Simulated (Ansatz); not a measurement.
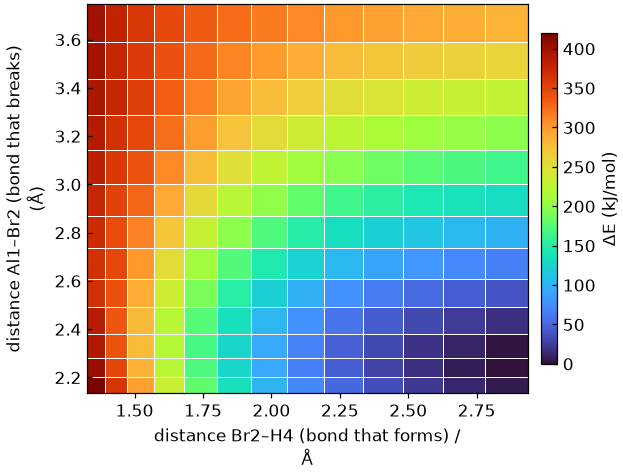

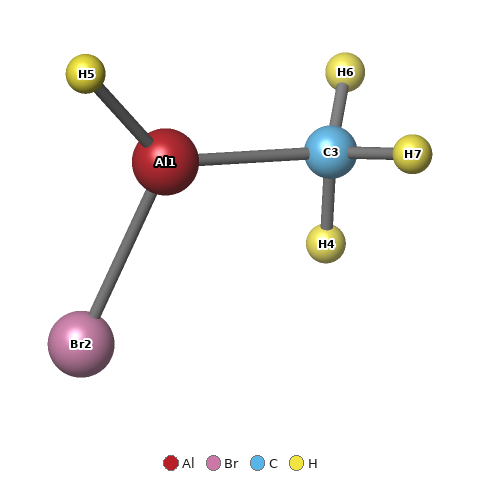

Energy landscape of the reacting system CH4AlBr (fragments CH₄AlBr where the first distance is long, CH₃Al + BrH where the second is long). Coordinates scanned: (1) distance Br2–H4 (bond that forms); (2) distance Al1–Br2 (bond that breaks). Relaxed at each point: all other coordinates. The scan uses a 13 × 13 grid. Points are written as (first, second). Energies: kJ/mol, counted from the lowest grid point. Energies and slopes of some neighbouring points disagree (a jump in structure or state, or too coarse a mesh). The reference is spin-restricted, so regions where a bond is pulled apart into radicals lie too high. All numbers below come from RKS SPW92 (LDA)/def2-SVP in Ansatz 0.2.0.

Drawn: one coloured cell a grid point. The second picture is the structure at the lowest point.

> What does the map say about the system?

The lowest grid point is at (2.859 Å, 2.236 Å). It lies at the edge of the scanned range, so the true minimum may lie outside. The highest grid point, (1.359 Å, 2.169 Å), lies 419 kJ/mol above the lowest.

Time for the 169 points that were run: 16 min on 1 thread of Arm Neoverse V1, with other jobs on the host.
